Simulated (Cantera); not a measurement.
Feed: 1 mol CH3SiCl3, 410 mol H2, equilibrated at 2223.15 K.

These are equilibrium values from Cantera (NASA tables, ideal gas, pure condensed phases), not measurements of a reactor. Candidate condensed phases: C, C6H6, C7H8, C8H18, Si, SiC; 109 gas species. The feed counts by its element totals alone. The tables' values for SiCl are old estimates; treat these amounts as uncertain. Gases not in the tables: Si2H6 and higher silanes. Equilibrium is a limit: real reactors are often held back by kinetics, nucleation or transport.

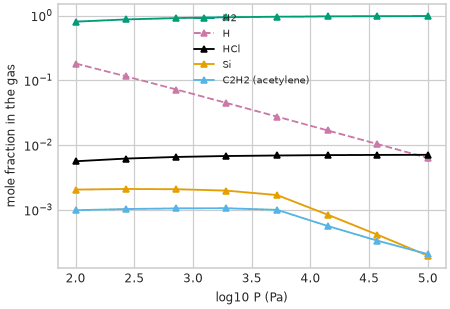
Figure. Equilibrium gas composition (values under 1e-9 drawn at 1e-9)

Question: Read off the mole fractions at 14.3 Torr.

Answer: H2 about 0.94, H about 0.045, HCl about 0.0068, Si about 0.0020, C2H2 (acetylene) about 0.0011.
